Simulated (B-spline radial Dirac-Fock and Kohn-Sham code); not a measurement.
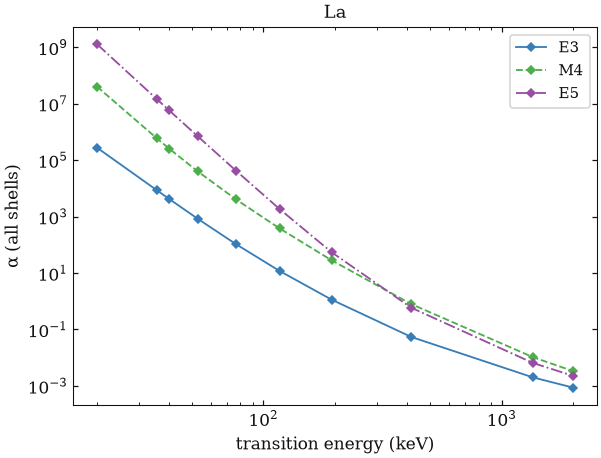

Total internal conversion coefficients against transition energy, at the marked points and joined by straight lines (also across edges). The total sums all shells and leaves out internal pair formation. Species: lanthanum (Z = 57). Computed with a B-spline radial atomic code: a Dirac–Hartree–Slater potential of the neutral atom, no hole, surface-current nucleus.

How do the multipoles rank at 53.0 keV?

E5 (701000), M4 (39900), E3 (836).

Above what energy does an E3 transition emit more photons than conversion electrons?

Between 193 and 417 keV, where α drops through 1.
